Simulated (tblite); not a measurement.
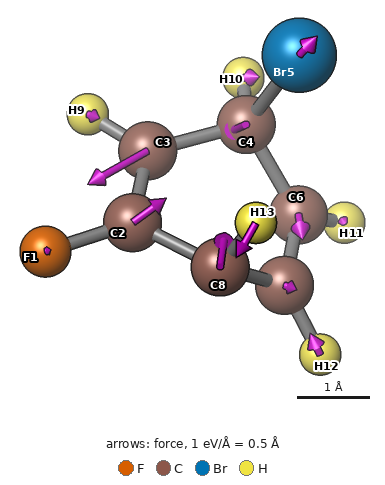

Starting geometry of C6H5BrF (multiplicity 2) with the computed forces as purple arrows. A ball-and-stick model, seen at a tilt.

The calculation used GFN2-xTB geometry optimisation, gas phase in tblite. 

> Is this structure relaxed? If not, where do the atoms go?

It isn't relaxed: the largest force vector, on a C atom, is 2.13 eV/Å. The final displacements follow the starting forces only in part (cosine between the two patterns 0.40). An H atom moves most after the best rigid fit: 1.62 Å. By element the largest moves are H 1.62 Å, Br 1.20 Å, C 0.75 Å, F 0.53 Å. Near-neighbour distances that change, for instance: Br–C 1.929 → 3.408 Å, Br–C 2.780 → 4.035 Å, Br–C 2.854 → 3.036 Å, C–C 1.498 → 1.380 Å. Bonds break, among them: Br–C (1.93 → 3.41 Å). Bond angles that change, for instance: C–C–C 106.8° → 120.2°, C–C–C 105.3° → 118.5°, C–C–H 106.7° → 119.9°. Over 95 geometry steps the energy falls by 61.4 kcal/mol. The run took 0.69 s on 1 thread of Arm Neoverse V1, on a shared host.
